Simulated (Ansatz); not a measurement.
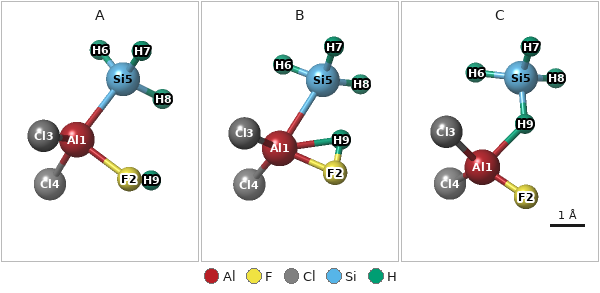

3 geometries from a converged minimum-energy path of AlSiH$_{4}$Cl$_{2}$F, shuffled. A ball-and-stick model, seen from a free direction.

Method: RKS PBE0-D4/6-31G* in Ansatz 0.2.0. Run with 9 movable images; climbing image; force threshold 0.05 eV/Å; iteration limit 51; starting path through a guess of the saddle point.

Q: Which of them lies highest in energy?

A: B. In order along the path, whose images run from 0 to 10: C (image 1, +0.02 eV), B (image 4, +1.80 eV), A (image 7, +1.44 eV). Breaking: Si5–H9 (1.52 → 2.02 at the top → 4.07 Å). Forming: Al1–Si5 (3.14 → 2.57 at the top → 2.43 Å), F2–H9 (2.57 → 1.11 at the top → 0.96 Å).

The run took 8.3 min on 2 threads of Arm Neoverse V1, with other jobs on the host, peak memory 0.23 GiB.
